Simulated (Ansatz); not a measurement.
Rock-salt NaH, treated with PBEsol in Ansatz (plane waves, PAW).

Settings: plane-wave cutoff 520 eV, 12×12×12 k mesh, Fermi–Dirac smearing 0.01 eV, scalar-relativistic PAW data made under PBE.

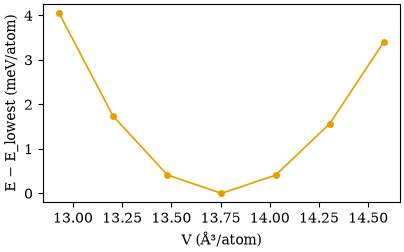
Figure: Total energy against volume

From the curve, estimate the equilibrium volume and the bulk modulus.

V0 ≈ 13.8 Å³/atom and B0 ≈ 24 GPa; the fit gives V0 = 13.751 Å³/atom, B0 = 24.0 GPa, B′ = 3.7.

Measured, for comparison: bulk modulus 19.4 ± 2 GPa (room temperature, no zero-point or thermal correction; as tabulated in High-pressure studies of NaH to 54 GPa); equilibrium volume per atom 14.46 Å³/atom (room temperature, no zero-point or thermal correction; as tabulated in Thermodynamic Modeling of Hydrogen Storage Capacity in Mg-Na Alloys). Computed (rounded) less measured: bulk modulus +24 % (against room or unstated temperature, where such soft solids are markedly softer), equilibrium volume per atom -4.9 %.

Static lattice: no zero-point or thermal effects.

It cost around 14 core-seconds (rough) of CPU time.

Ansatz is a first-principles code.
